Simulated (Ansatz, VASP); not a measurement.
# BP: VASP beside Ansatz, part 2 of 2

One calculation is typed for both programs; each brings its own data sets. How far apart do they land? The cell is taken from a series of VASP runs on this material, whose earlier steps may have relaxed, scaled or displaced it; both programs get it as it stands. Valence electrons are named where the data sets of a main pair hold unlike numbers.

VASP 6.6.1 and Ansatz 0.2.0.

So far. Step 3 (VASP: band structure, PBE): The run ends at a pressure of 0.87 GPa. Step 5 (VASP: band structure, LDA): The run ends at a pressure of -0.12 GPa.

## 6. Ansatz: band structure, LDA

Level of this step: Ansatz beside VASP: Kohn-Sham DFT, plane waves, LDA (Ansatz).

The same cell, functional (in two slightly different forms), mesh and smearing now go to Ansatz, which takes its cutoff from its data sets.

The cell is taken from a series of VASP runs on this material, whose earlier steps may have relaxed, scaled or displaced it; both programs get it as it stands.

Contents of input.yaml:

```yaml
crystal:
  lattice:
    - [0.0, 2.2450185634, 2.2450185634]
    - [2.2450185634, 0.0, 2.2450185634]
    - [2.2450185634, 2.2450185634, 0.0]
  atoms:
    - { symbol: P, position: [0.75, 0.75, 0.75] }
    - { symbol: B, position: [0.0, 0.0, 0.0] }
hamiltonian:
  xc: lda
  pseudopotentials: { kind: paw }
kpoints:
  mp_grid: { grid: [8, 8, 8] }
  band_path:
    path:
      - [0.0, 0.0, 0.0]
      - [0.16667, 0.0, 0.16667]
      - [0.33333, 0.0, 0.33333]
      - [0.38889, 0.0, 0.38889]
      - [0.5, 0.0, 0.5]
      - [0.5, 0.08333, 0.58333]
      - [0.5, 0.19444, 0.69444]
      - [0.5, 0.25, 0.75]
      - [0.45833, 0.29167, 0.75]
      - [0.40278, 0.34722, 0.75]
      - [0.375, 0.375, 0.75]
      - [0.20833, 0.20833, 0.41667]
      - [0.08333, 0.08333, 0.16667]
      - [0.0, 0.0, 0.0]
      - [0.22222, 0.22222, 0.22222]
      - [0.38889, 0.38889, 0.38889]
      - [0.51389, 0.47222, 0.51389]
      - [0.55556, 0.38889, 0.55556]
      - [0.61111, 0.27778, 0.61111]
      - [0.61111, 0.25, 0.63889]
      - [0.56944, 0.25, 0.68056]
      - [0.51389, 0.25, 0.73611]
      - [0.5, 0.27778, 0.72222]
      - [0.5, 0.38889, 0.61111]
      - [0.5, 0.47222, 0.52778]
      - [0.48611, 0.48611, 0.52778]
      - [0.43056, 0.43056, 0.63889]
      - [0.38889, 0.38889, 0.72222]
      - [0.59722, 0.19444, 0.59722]
      - [0.55556, 0.11111, 0.55556]
      - [0.5, 0.0, 0.5]
    npoints: 1
scf:
  occupations: { method: gaussian, width: 0.03 }
  n_extra_bands: 7
output:
  forces: true
  stress: true
  eigenvalues: true
```

On the command line:

```console
ansatz run input.yaml --threads 2 --pin off --max-ram 4608MiB --backend cpu --events-out ev --progress --plain --runs-dir out
```

Numbers of over 12 decimals in the logs are rounded to 6 here.

Output:

```text
[...]
Crystal: 2 atoms, lattice volume = 22.630 Å³
Basis set: ecut = 420 eV, 459 PW (Γ)
Bands: 11, of which v1, the nominal top of the filled ones, is band 4 counted from 1 (3 counted from 0)
Symmetry: 24 space group operations
[...]
k-points: 29 of 512 (time reversal used)
[...]
--- Band table (eV; the first three rows and the last of 29) ---
  k-point 0: bands = [-6.1856, 9.4937, 9.4937, 9.4937, 12.9207, 12.9207, 12.9207, 17.3343, ... 3 higher]
  k-point 1: bands = [-5.8977, 7.6205, 9.0568, 9.0568, 13.4839, 13.5229, 13.5229, 18.0477, ... 3 higher]
  k-point 2: bands = [-5.0515, 4.5764, 8.3564, 8.3564, 13.6178, 14.2865, 14.2865, 19.2648, ... 3 higher]
  k-point 28: bands = [-0.8850, 1.4278, 3.6227, 3.8204, 14.7218, 16.2207, 16.8418, 17.1183, ... 3 higher]
[key lines of the parts left out:]
SCF converged after 6 iterations
Free energy (F): -876.635658 eV
Fermi energy:    10.085287 eV
P = ⅓ Tr σ = 0.0686 GPa (0.686 kbar)
```

Elapsed: 1.5 s, on 2 threads of Arm Neoverse N1, shared host; peak memory 0.25 GiB; 2.6 s of CPU time.

## 7. Side by side

What differs besides the data sets and the points named for the pairs above, as far as they apply: the two LDA forms differ slightly; VASP's log shows a relativistic correction to its local exchange, Ansatz's none. Total energies have different zeros and are not compared.

Both answers:

```csv
quantity,Ansatz,VASP,difference
pressure (GPa),0.07,-0.12,+0.18
pressure without Ansatz's Pulay correction (GPa),-0.11,-0.12,+0.01
gap over the path points (eV),1.161,1.162,0.000
```

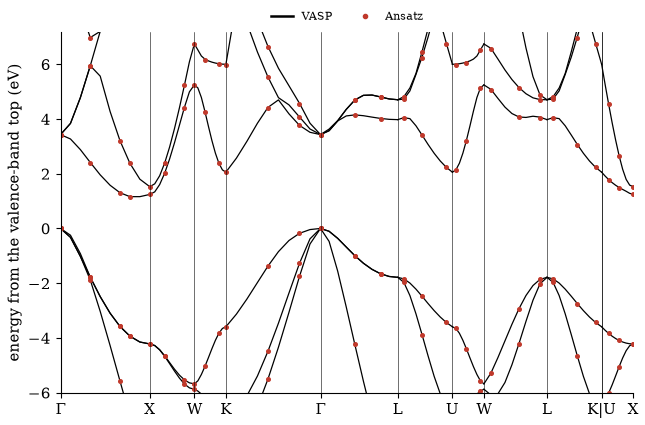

Bands from VASP (lines) and levels from Ansatz (dots). Dots without a line are higher empty bands that the VASP plot leaves out.

Levels at points of the path, from each program's valence-band top (eV; 3 filled, then empty):

```csv
k (reciprocal lattice),Ansatz,VASP
0.000 0.000 0.000,0.00 0.00 0.00 3.43 3.43 3.43,0.00 0.00 0.00 3.43 3.43 3.43
0.167 0.000 0.167,-1.89 -1.78 -1.78 2.41 5.93 5.93,-1.89 -1.78 -1.78 2.41 5.95 5.95
0.333 0.000 0.333,-5.58 -3.58 -3.58 1.30 3.20 9.71,-5.58 -3.58 -3.58 1.30 3.20 9.76
0.389 0.000 0.389,-6.87 -3.93 -3.93 1.16 2.38 10.89,-6.87 -3.94 -3.94 1.16 2.38 10.94
0.500 0.000 0.500,-8.65 -4.22 -4.22 1.24 1.52 12.23,-8.65 -4.22 -4.22 1.24 1.53 12.30
0.500 0.083 0.583,-8.54 -4.67 -4.65 2.01 2.38 11.32,-8.54 -4.67 -4.65 2.02 2.38 11.38
0.500 0.194 0.694,-8.16 -5.68 -5.53 4.42 5.22 8.51,-8.16 -5.68 -5.53 4.43 5.24 8.54
0.500 0.250 0.750,-8.07 -5.87 -5.67 5.23 6.73 7.35,-8.06 -5.88 -5.68 5.25 6.74 7.37
0.458 0.292 0.750,-8.10 -6.15 -5.04 4.27 6.17 8.17,-8.10 -6.15 -5.05 4.28 6.19 8.20
0.403 0.347 0.750,-8.19 -6.41 -3.83 2.38 6.00 9.46,-8.19 -6.42 -3.83 2.38 6.02 9.50
```

Among the levels compared at these points, filled levels agree within 5 meV and empty ones within 67 meV. Ansatz's pressure holds a Pulay correction of 0.18 GPa; VASP's holds none.

## 8. VASP: dielectric response, LDA

The response to a field tests empty states and converges slowly with the mesh. The cell compared in this pair holds 23.36 Å³, against 22.63 Å³ for the pair before.

Contents of INCAR:

```
SYSTEM = BP
PREC = Accurate
ENCUT = 370
EDIFF = 1E-08
NELM = 100
ISMEAR = 0
SIGMA = 0.01
LREAL = .FALSE.
ALGO = Normal
GGA = CA
NBANDS = 10
LORBIT = 11
LWAVE = .FALSE.
LCHARG = .FALSE.
KPAR = 4
LEPSILON = .TRUE.
LPEAD = .TRUE.
```

Contents of POSCAR:

```
BP
1.0
    0.0000000000      2.2690000000      2.2690000000
    2.2690000000      0.0000000000      2.2690000000
    2.2690000000      2.2690000000      0.0000000000
P B
1 1
Direct
    0.7500000000      0.7500000000      0.7500000000
    0.0000000000      0.0000000000      0.0000000000
```

Contents of KPOINTS:

```
Automatic mesh
0
Gamma
16 16 16
0 0 0
```

PAW data sets: P and B (LDA family, release 64).

On the command line:

```console
mpirun -np 4 vasp_std
```

Output:

```text
[... set-up lines as in an earlier step ...]
 entering main loop
       N       E                     dE             d eps       ncg     rms          rms(c)
DAV:   1     0.252626688927E+01    0.25263E+01   -0.33443E+03  2940   0.549E+02
DAV:   2    -0.148007755416E+02   -0.17327E+02   -0.16536E+02  4218   0.925E+01
DAV:   3    -0.152087084839E+02   -0.40793E+00   -0.40708E+00  3460   0.130E+01
DAV:   4    -0.152103495826E+02   -0.16411E-02   -0.16409E-02  3642   0.977E-01
[...]
DAV:  12    -0.143861070599E+02    0.39994E-06   -0.20391E-06  3328   0.626E-03    0.668E-03
DAV:  13    -0.143861070707E+02   -0.10832E-07   -0.77884E-08  3580   0.174E-03    0.588E-03
DAV:  14    -0.143861070668E+02    0.38948E-08   -0.12504E-08  1744   0.521E-04
   1 F= -.14386107E+02 E0= -.14386107E+02  d E =-.168183E-70
 Linear response reoptimize wavefunctions to high precision
DAV:   1    -0.143861070662E+02    0.63687E-09   -0.18520E-09  2782   0.258E-04
DAV:   2    -0.143861070662E+02    0.59117E-11   -0.36646E-11  1632   0.442E-05
 Linear response to external field (no local field effect), progress :
[...]
RMM:   9    -0.560301478840E+00   -0.45509E-06    0.67341E-09 24249   0.210E-04    0.413E-05
RMM:  10    -0.560301230499E+00    0.24834E-06    0.10221E-08 17612   0.401E-05    0.793E-06
 change of polarisation eV/A/(eV/A) component  2 :     0.160     1.060     0.185
 dielectric tensor                  component  2 :     1.242     9.206     1.436
 Linear response to external field, progress :
  Direction:   3
       N       E                     dE             d eps       ncg     rms          rms(c)
RMM:   1    -0.539315492227E+00   -0.53932E+00   -0.24315E+00  7184   0.298E+00
RMM:   2    -0.559041084575E+00   -0.19726E-01   -0.53346E-03  7452   0.428E-01    0.124E+00
RMM:   3    -0.542758358984E+00    0.16283E-01   -0.67926E-03 18715   0.470E-01    0.690E-01
RMM:   4    -0.555891319860E+00   -0.13133E-01   -0.64765E-03 21812   0.471E-01    0.112E-01
[...]
RMM:   8    -0.560301028712E+00   -0.78407E-05    0.15444E-09 24867   0.322E-04    0.175E-04
RMM:   9    -0.560301481702E+00   -0.45299E-06    0.39291E-09 24242   0.210E-04    0.413E-05
RMM:  10    -0.560301231848E+00    0.24985E-06   -0.13569E-08 17613   0.401E-05    0.794E-06
 change of polarisation eV/A/(eV/A) component  3 :     0.139     0.256     1.060
 dielectric tensor                  component  3 :     1.075     1.986     9.206
 Born effective charges drift removed
```

Parts of OUTCAR (step 8):

```text
  Total       -0.7870908     -0.7870908     -0.7870908     -0.0000000     -0.0000000      0.0000000
  in kB      -53.9761547    -53.9761547    -53.9761547     -0.0000000     -0.0000000      0.0000000
  external PRESSURE =     -53.9761547 kB  Pullay stress =       0.0000000 kB

 POSITION                                       TOTAL-FORCE (eV/Angst)
 -----------------------------------------------------------------------------------
      3.40350      3.40350      3.40350        -0.000000     -0.000000     -0.000000
      0.00000      0.00000      0.00000         0.000000      0.000000      0.000000
 -----------------------------------------------------------------------------------
    total drift:                               -0.000000     -0.000000     -0.000000

 MACROSCOPIC STATIC DIELECTRIC TENSOR (including local field effects in DFT)
 ------------------------------------------------------
           9.206271     0.000000     0.000000
           0.000000     9.206271     0.000000
           0.000000     0.000000     9.206271
 ------------------------------------------------------

[... 1 part as in an earlier step ...]

[... 1 further part left out ...]
```

The gap is read on the k-mesh alone, so it is an upper bound where the band edges lie off the mesh. Energies printed during the response cycles are not total energies of the cell.

## 9. Ansatz: dielectric response, LDA

The same cell, functional (in two slightly different forms) and mesh now go to Ansatz, which takes its cutoff from its data sets.

The cell is taken from a series of VASP runs on this material, whose earlier steps may have relaxed, scaled or displaced it; both programs get it as it stands.

Contents of input.yaml:

```yaml
crystal:
  lattice:
    - [0.0, 2.269, 2.269]
    - [2.269, 0.0, 2.269]
    - [2.269, 2.269, 0.0]
  atoms:
    - { symbol: P, position: [0.75, 0.75, 0.75] }
    - { symbol: B, position: [0.0, 0.0, 0.0] }
hamiltonian:
  xc: lda
  pseudopotentials: { kind: paw }
kpoints:
  mp_grid: { grid: [16, 16, 16] }
scf:
  occupations: { method: fixed }
dielectric:
  method: response
```

On the command line:

```console
ansatz run input.yaml --threads 2 --pin off --max-ram 4608MiB --backend cpu --events-out ev --progress --plain --runs-dir out
```

Output:

```text
[...]
Crystal: 2 atoms, lattice volume = 23.363 Å³
Basis set: ecut = 420 eV, 459 PW (Γ), exchange–correlation on 48×48×48 points (8 copies of the dense FFT grid, shifted against one another)
Bands: 8, of which v1, the nominal top of the filled ones, is band 4 counted from 1 (3 counted from 0)
Symmetry: 24 space group operations
k-points: 621 of 4096 (irreducible under 4 space group operations, time reversal used)
[...]
Born effective charges Z* (e; rows j = field, columns β = displacement):
    site 0:
         0.53771   -0.00000    0.00000
         0.00000    0.53771   -0.00000
        -0.00000    0.00000    0.53771
    site 1:
        -0.53771    0.00000   -0.00000
        -0.00000   -0.53771    0.00000
         0.00000   -0.00000   -0.53771
  Z* charge neutrality: 1.368e-5 e pre-enforcement
  k-mesh period / interband length: 51.3 Å / 2.49 Å = 20.60 at k = (0.0000, 0.0000, 0.0000), direct gap 3.376 eV — 14 or more, which is no proof of convergence
[key lines of the parts left out:]
SCF converged after 7 iterations
Free energy (F): -876.625834 eV
Fermi energy:    9.055214 eV
```

Run time: 32 s. Hardware: 2 threads; peak memory 0.55 GiB; 64 s of CPU time.

## 10. Side by side

Compared:

```csv
quantity,Ansatz,VASP,difference
ε∞ xx,9.20,9.21,-0.12 %
ε∞ yy,9.20,9.21,-0.12 %
ε∞ zz,9.20,9.21,-0.12 %
Born charge of P1 (mean of the diagonal) (e),0.54,0.52,+0.02
Born charge of B2 (mean of the diagonal) (e),-0.54,-0.52,-0.02
```

## 11. Outcome

| Quantity | Value |
| --- | --- |
| largest difference of a filled level at the path points (band structure, PBE) | 4.7 meV |
| largest difference of a filled level at the path points (band structure, LDA) | 4.8 meV |
| difference in ε∞ xx (dielectric response, LDA) | -0.12 % |

**Reading.** The largest difference of a filled level at the path points is 4.8 meV (band structure, LDA), within the 80 meV picked in this series as the mark of a large difference. 2 further runs of this series are not shown here. Such differences can come from data sets, numerical settings and the points named under the comparisons, not from the functional's error against experiment.

[Lines on the potential files, build, host, timing and source positions are cut from VASP's logs without a mark.]

[Logs are printed without paths, hosts, clocks, repeated set-up lines and the standing remarks that a program may print on its own settings, such as how far it seeks lower states.]

[Hosts, paths, dates, database ids (printed as entryN), source tags and the programs' standing remarks are cut or masked in the printed files.]
